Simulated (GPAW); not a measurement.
# Property calculation of CH5B

The run: property calculation of CH5B, SMILES BC. Method and program: PBE/real-space grid, scalar-relativistic datasets (GPAW 26.7.0).

The geometry comes from this level: GFN2-xTB.

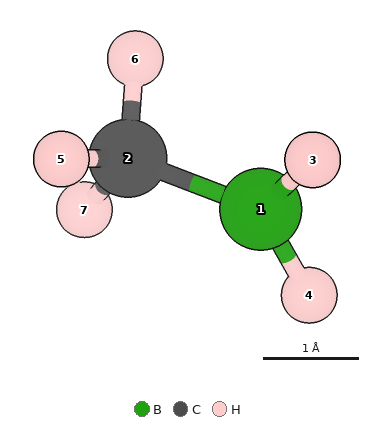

*The input geometry (ball-and-stick view, seen at a tilt; atoms are numbered from 1 in the order of the input).*

Bond lengths as drawn: B–C 1.57 Å, B–H 1.17 Å and C–H 1.09 Å.

**Input (run.py)**
```python
import numpy as np
from ase.io import read
from ase.units import Debye
from gpaw import GPAW

molecule = read('gs.sdf')
molecule.center(vacuum=4.5)

calc = GPAW(mode='fd', h=0.18, xc='PBE', maxiter=150, txt='-')
molecule.calc = calc

energy = molecule.get_potential_energy()
print(f'Energy: {energy:.5f} eV')
forces = molecule.get_forces()
print('Forces (eV/Ang)')
for symbol, f in zip(molecule.symbols, forces):
    print(f'{symbol:2} {f[0]:9.4f} {f[1]:9.4f} {f[2]:9.4f}')
dipole = molecule.get_dipole_moment() / Debye
print(f'Dipole = {np.linalg.norm(dipole):.3f} D')
homo, lumo = calc.get_homo_lumo()
print(f'HOMO                    {homo:.3f} eV')
print(f'LUMO = {lumo:.3f} eV')
print(f'Gap: {lumo - homo:.3f} eV')
```

**File gs.sdf**
```

     RDKit          3D

  7  6  0  0  0  0  0  0  0  0999 V2000
   -0.2579   -0.8611    0.0292 B   0  0  0  0  0  0  0  0  0  0  0  0
    0.1617    0.6452   -0.0359 C   0  0  0  0  0  0  0  0  0  0  0  0
    0.4471   -1.6265    0.5656 H   0  0  0  0  0  0  0  0  0  0  0  0
   -1.2575   -1.2387   -0.4467 H   0  0  0  0  0  0  0  0  0  0  0  0
    0.3354    1.0359    0.9670 H   0  0  0  0  0  0  0  0  0  0  0  0
    1.1198    0.7439   -0.5474 H   0  0  0  0  0  0  0  0  0  0  0  0
   -0.5487    1.3013   -0.5317 H   0  0  0  0  0  0  0  0  0  0  0  0
  2  1  1  0
  3  1  1  0
  4  1  1  0
  5  2  1  0
  6  2  1  0
  7  2  1  0
M  END
$$$$
```

Run as:
```bash
python3 -u run.py | tee run.out
```

**Log**
```
__  _  _
 | _ |_)|_||  |
 |__||  | ||/\| - 26.7.0

units:  Angstrom and eV
cores:  1
OpenMP: False

Versions:
  Python: 3.12.14
  ASE:    3.29.0
  Numpy:  2.5.5
  Scipy:  1.18.1
  Libxc:  7.0.0

        _gpaw.cpython-312-x86_64-linux-gnu.so

Input parameters:
  mode=FD(),
  h=0.18,
  maxiter=150,
  xc=XC(name='PBE')

Diagonalizing LCAO Hamiltonian
Converting LCAO to fd mode
        .---------------------------.
       /|                           |
      / |                           |
     /  |                           |
    /   |                           |
   /    |                           |
  /     |                           |
 *      |                           |
 |      |           H               |
 |      |                           |
 |      |         HHC H             |
 |      |      H  B                 |
 |      |                           |
 |      .---------------------------.
 |     /                           /
 |    /                           /
 |   /                           /
 |  /                           /
 | /                           /
 |/                           /
 *---------------------------*

Atoms  # Å, Bohr magnetons
|   | symbol |        x |        y |        z |    initial magnetic moments |
|---|--------|----------|----------|----------|-----------------------------|
| 0 |      B | 5.499600 | 5.265400 | 5.076600 | ( 0.0000,  0.0000,  0.0000) |
| 1 |      C | 5.919200 | 6.771700 | 5.011500 | ( 0.0000,  0.0000,  0.0000) |
| 2 |      H | 6.204600 | 4.500000 | 5.613000 | ( 0.0000,  0.0000,  0.0000) |
| 3 |      H | 4.500000 | 4.887800 | 4.600700 | ( 0.0000,  0.0000,  0.0000) |
| 4 |      H | 6.092900 | 7.162400 | 6.014400 | ( 0.0000,  0.0000,  0.0000) |
| 5 |      H | 6.877300 | 6.870400 | 4.500000 | ( 0.0000,  0.0000,  0.0000) |
| 6 |      H | 5.208800 | 7.427800 | 4.515700 | ( 0.0000,  0.0000,  0.0000) |

Unit cell  # Å
| periodic |         x |         y |         z |   lengths |    angles |
|----------|-----------|-----------|-----------|-----------|-----------|
|       no | 11.377300 |  0.000000 |  0.000000 | 11.377300 | 90.000000 |
|       no |  0.000000 | 11.927800 |  0.000000 | 11.927800 | 90.000000 |
|       no |  0.000000 |  0.000000 | 10.514400 | 10.514400 | 90.000000 |

Number of symmetries: 1
Symmetry operations  # r_c * U_cc + t_c -> r_c
|   | kind |            matrix            |
|---|------|------------------------------|
| 0 |  E   |  1, 0, 0,  0, 1, 0,  0, 0, 1 |

BZ-sampling:
  Number of BZ points: 1
  Number of IBZ points: 1

  Monkhorst-Pack size: [1, 1, 1]
  Monkhorst-Pack shift: [0, 0, 0]

K-points  # in reciprocal-cell coordinates
|   |                                coordinates |     weight |
|---|--------------------------------------------|------------|
| 0 | (  0.00000000,   0.00000000,   0.00000000) | 1.00000000 |

Uniform wave function grid shape: (np.int64(63), np.int64(67), np.int64(59))
Spin-components: 1 (collinear spins)
Bands:           12
Projectors:      25
Spin-degeneracy: 2
Datatype:        float64

  Storage: CPU
  Wave functions: 23_907_744 bytes (23_907_744 per core)

Parallelization:
  kpt:    1
  domain: 1
  band:   1

Density:
  Valence electrons: 12.0
  Components: 1
  Grid points: [64 68 60]
  Charge: 0.0  # |e|

Potential:
  Grid points: [64 68 60]

species:
  B:
    name:    Boron
    Z:       5.0
    valence: 3
    core:    2
    charge:  0.0  # [|e|]
    file:    B.PBE.gz
    compensation charges:
      type: gauss
      rc: 0.20  # [Å]
      lmax: 2
    cutoffs:
      filter: 1.14  # [Å]
      core: 1.38  # [Å]
    projectors
    | kind |    occ | energy [eV] | rcut [Å] |
    |------|--------|-------------|----------|
    |   2s |  2.000 |      -9.443 |    0.635 |
    |   2p |  1.000 |      -3.606 |    0.635 |
    |    s |        |      17.768 |    0.635 |
    |    p |        |      23.605 |    0.635 |
    |    d |        |       0.000 |    0.635 |

    Using partial waves for B as LCAO basis

  C:
    name:    Carbon
    Z:       6.0
    valence: 4
    core:    2
    charge:  0.0  # [|e|]
    file:    C.PBE.gz
    compensation charges:
      type: gauss
      rc: 0.20  # [Å]
      lmax: 2
    cutoffs:
      filter: 1.14  # [Å]
      core: 1.14  # [Å]
    projectors
    | kind |    occ | energy [eV] | rcut [Å] |
    |------|--------|-------------|----------|
    |   2s |  2.000 |     -13.751 |    0.635 |
    |   2p |  2.000 |      -5.284 |    0.635 |
    |    s |        |      13.461 |    0.635 |
    |    p |        |      21.927 |    0.635 |
    |    d |        |       0.000 |    0.635 |

    Using partial waves for C as LCAO basis

  H:
    name:    Hydrogen
    Z:       1.0
    valence: 1
    core:    0
    charge:  0.0  # [|e|]
    file:    H.PBE.gz
    compensation charges:
      type: gauss
      rc: 0.15  # [Å]
      lmax: 2
    cutoffs:
      filter: 0.85  # [Å]
      core: 0.53  # [Å]
    projectors
    | kind |    occ | energy [eV] | rcut [Å] |
    |------|--------|-------------|----------|
    |   1s |  1.000 |      -6.494 |    0.476 |
    |    s |        |      20.717 |    0.476 |
    |    p |        |       0.000 |    0.476 |

    Using partial waves for H as LCAO basis

Reference energy: -1759.568494  # eV

eigensolver:
  PPCG
  Converge bands: occupied
  niter=2

density mixing:
  MSR1-Mixer
  Pratt-step length: 0.05
  Maximum mixing coefficient: 0.75
  Old densities: 10
  SVD Regularization: 0.005
  Good broyden scale: 1.0
  Trust region scale: 1.0
  Backstep threshold: 4.0
  History deletion threshold: 6.0
  Fourier metric: weight=20.0, sigma=0.015

occupation numbers:
  # Zero width

FastPoissonSolver using
    Stencil: 6*3+1=19 point O(h^6) finite-difference Laplacian
    FFT axes: []
    FST axes: [np.int64(2), np.int64(0), np.int64(1)]

xc functional:
  name: PBE with 2 nearest neighbor stencil
interpolation: tri-quintic # 5. degree polynomial

Initialization done in: 3.495 s

convergence criteria:
- Maximum [total energy] change in last 3 cyles: 0.0005 eV / valence electron
- Maximum integral of absolute [dens]ity change: 0.0001 electrons / valence electron
- Maximum integral of absolute [eigenst]ate change: 4e-08 eV^2 / valence electron
maximum number of iterations: 150

SCF iterations
|iter     |     time |      energy | eigst |  dens |
|---------|----------|-------------|-------|-------|
|iter:   1| 00:00:05 |  -37.213325 | +1.40 |       |
|iter:   2| 00:00:07 |  -36.564490 | +0.17 | -0.46 |
|iter:   3| 00:00:10 |  -33.057723 | +0.66 | -0.49 |
|iter:   4| 00:00:12 |  -32.977790 | +0.04 | -1.16 |
|iter:   5| 00:00:14 |  -32.977204 | -0.92 | -1.56 |
|iter:   6| 00:00:16 |  -32.977930c| -1.75 | -2.16 |
|iter:   7| 00:00:18 |  -32.978071c| -2.74 | -2.65 |
|iter:   8| 00:00:20 |  -32.978106c| -3.20 | -3.01 |
|iter:   9| 00:00:22 |  -32.978105c| -4.12 | -3.51 |
|iter:  10| 00:00:25 |  -32.978106c| -4.66 | -3.95 |
|iter:  11| 00:00:27 |  -32.978106c| -5.46 | -4.37c|
|iter:  12| 00:00:29 |  -32.978106c| -6.14 | -4.81c|
|iter:  13| 00:00:31 |  -32.978106c| -6.78 | -5.27c|
|iter:  14| 00:00:33 |  -32.978106c| -7.38 | -5.58c|
|iter:  15| 00:00:35 |  -32.978106c| -7.83c| -5.96c|

Converged in 15 steps
SCF loop duration: 31.167 s (2.078 s/step)
Energy contributions relative to reference atoms: (reference = -1759.568494)

Energy contributions:
  Kinetic:          34.254239
  Coulomb:         -37.452874
  Zero:              0.073216
  External:          0.000000
  Xc:              -29.852687
  Entropy:           0.000000
  Spinorbit:         0.000000
  ----------------------------
  Free energy:     -32.978106
  Extrapolated:    -32.978106

dipole moment: (0.053883, 0.130125, 0.002308)  # |e|*Ang

Fermi level: -5.017
Eigenvalues  # (at kpt = [0.000, 0.000, 0.000])
| band index |      eig [eV] | occ [0-2] |
|------------|---------------|-----------|
|          0 |       -17.335 |     2.000 |
|          1 |       -11.851 |     2.000 |
|          2 |       -10.099 |     2.000 |
|          3 |        -9.822 |     2.000 |
|          4 |        -8.006 |     2.000 |
|          5 |        -7.682 |     2.000 |
|          6 |        -2.352 |     0.000 |
|          7 |        -0.144 |     0.000 |
|          8 |         0.679 |     0.000 |
|          9 |         0.796 |     0.000 |
|         10 |         0.974 |     0.000 |
|         11 |         1.504 |     0.000 |

Gap: 5.330 eV
Transition (v -> c):
  (s=0, k=0, n=5, [0.00, 0.00, 0.00]) -> (s=0, k=0, n=6, [0.00, 0.00, 0.00])
No difference between direct/indirect transitions
vacuum-level: 0.000  # V
Energy: -32.97811 eV

Forces  # eV/Ang
|        x |        y |        z |
|----------|----------|----------|
|  0.32595 |  1.02928 | -0.02207 |  # B    0
| -0.46188 | -0.47241 | -0.13559 |  # C    1
|  0.45447 | -0.55954 |  0.35658 |  # H    2
| -0.67932 | -0.30653 | -0.31751 |  # H    3
|  0.16739 |  0.09821 |  0.42452 |  # H    4
|  0.45481 |  0.00131 | -0.13059 |  # H    5
| -0.24855 |  0.21389 | -0.17878 |  # H    6

Force computation time: 0.073  # s
Forces (eV/Ang)
B     0.3260    1.0293   -0.0221
C    -0.4619   -0.4724   -0.1356
H     0.4545   -0.5595    0.3566
H    -0.6793   -0.3065   -0.3175
H     0.1674    0.0982    0.4245
H     0.4548    0.0013   -0.1306
H    -0.2485    0.2139   -0.1788
Dipole = 0.677 D
HOMO                    -7.682 eV
LUMO = -2.352 eV
Gap: 5.330 eV
```

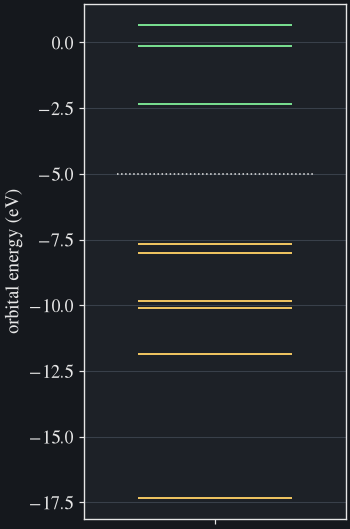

*Orbital energies near the frontier; the dotted line parts filled from empty levels, and levels within 0.02 eV of each other stand side by side.*

Highest filled −7.68 eV, lowest empty −2.35 eV, 5.33 eV apart.

**Summary**

| quantity | value |
| --- | --- |
| outcome | converged |
| energy relative to the program's reference atoms | −32.9781 eV |
| largest force | 1.080 eV/Å |
| HOMO | −7.68 eV |
| LUMO | −2.35 eV |
| dipole moment | 0.68 D |
| hardware | 1 thread of Intel Xeon @ 2.50GHz (Skylake/Cascade Lake), 12 GiB of memory available, shared host |
| wall time | 36 s |
| peak memory | 0.61 GiB |
